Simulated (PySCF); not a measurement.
**AlAs (charge +1, quartet): density, localisation and related maps**

```xyz
2

Al    0.0000    0.0000   -1.9050
As    0.0000    0.0000    0.6860
```

Theory: PySCF 2.14.0, PBE0/def2-TZVPPD, non-relativistic Hamiltonian with scalar-relativistic core potentials where named, at a bond length of 2.591 Å.

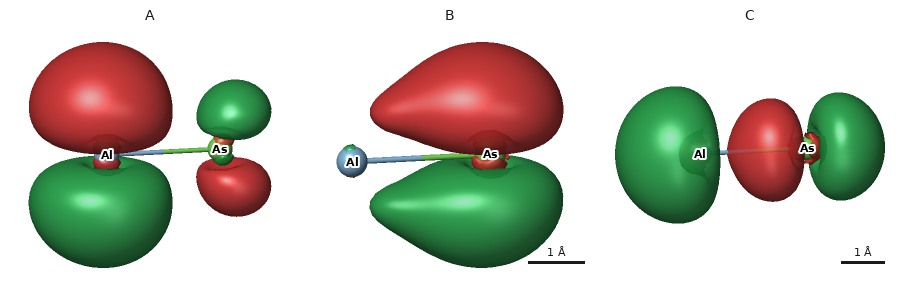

Figure 1. Three frontier α-spin orbitals, each drawn at the value that holds 80 % of its norm (green and red are the two phases), in no order; of a degenerate pair one member is drawn.

**Name the orbitals and rank them from lowest to highest energy.**

Orbital B: π, occupied in this spin, −12.89 eV; mainly on As (90 %).
Orbital C: σ, occupied in this spin, −12.52 eV; shared between the atoms (Al 55 %, As 45 %).
Orbital A: π, empty in this spin, −7.47 eV; mainly on Al (85 %).

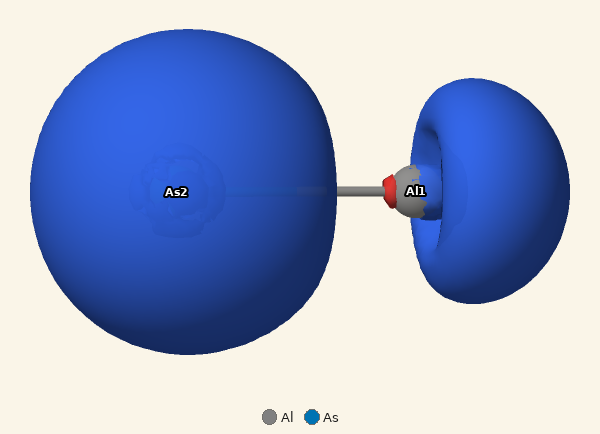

Figure 2. Isosurfaces of the spin density (α minus β) at +0.03 (blue) and −0.03 e/Å³ (red), seen from one side.

**Describe the spin distribution.**

The unpaired spin (3 electrons) lies mostly on As2 (about 2.3) and Al1 (about 0.7), in electrons by Hirshfeld's partition.

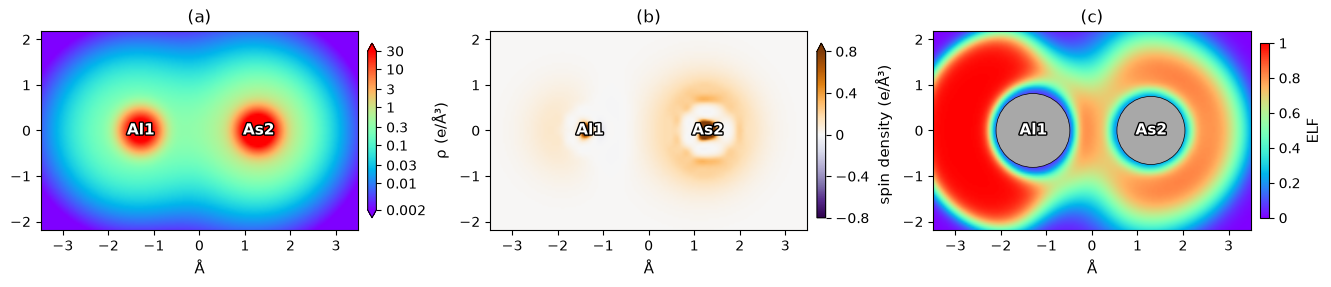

Figure 3. (a) total electron density; (b) spin density (α minus β); (c) ELF on a plane that holds the molecular axis. Grey discs cover the atomic cores in the ELF map.

**What does the map show?**

- The section cuts through Al and As sites.
- Al–As (2.59 Å): ρ is about 0.37 e/Å³ halfway, with its minimum of 0.33 e/Å³ about 1.0 Å from Al; the ELF peaks at about 0.80 in the valence shell of As, 1.4 Å from its nucleus, and is about 0.80 at the midpoint.
- The ELF also peaks beside As2, away from the bonds: non-bonding electrons, paired or unpaired.
